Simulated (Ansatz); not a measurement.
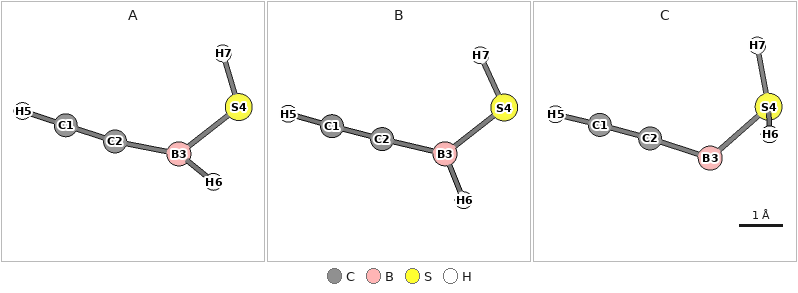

3 geometries from a converged minimum-energy path of C$_{2}$H$_{3}$BS, shuffled. Style: ball-and-stick. Shown face on.

The calculation used RKS B3LYP/def2-SVP in Ansatz 0.2.0. Run with 9 movable images; climbing image; force threshold 0.05 eV/Å; iteration limit 60; starting path through a guess of the saddle point.

### Which frame is the top of the path?

C. In order along the path, whose images run from 0 to 10: B (image 1, +2.1 kcal/mol), A (image 3, +28.9 kcal/mol), C (image 6, +107.2 kcal/mol). A hydrogen atom shifts from one atom to another. Breaking: B3–H6 (1.20 → 1.81 at the top → 2.56 Å). Forming: S4–H6 (2.54 → 1.42 at the top → 1.35 Å).
